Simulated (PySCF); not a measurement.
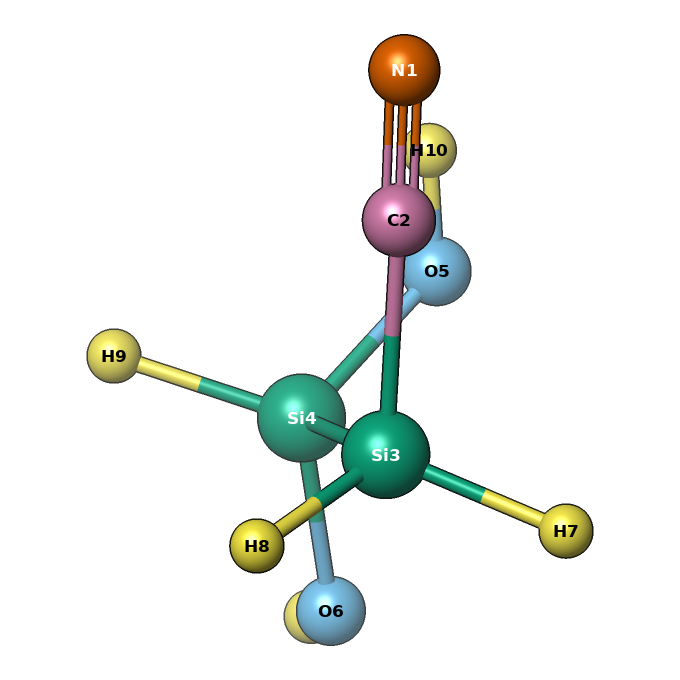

Si4 lies behind Si3. The molecule seen a little off the Si3–Si4 bond, Si3 in front. Distant atoms are faded towards the background colour. The computed structure is the end point of a PBE0-D3(BJ)/def2-SVP optimisation. No frequency run is at hand to confirm it as a minimum.

> What is the torsion angle C2–Si3–Si4–O5? The sign is positive where the front bond must turn clockwise to cover the back bond.

50°, synclinal (gauche). The bonds about Si3–Si4 are staggered.
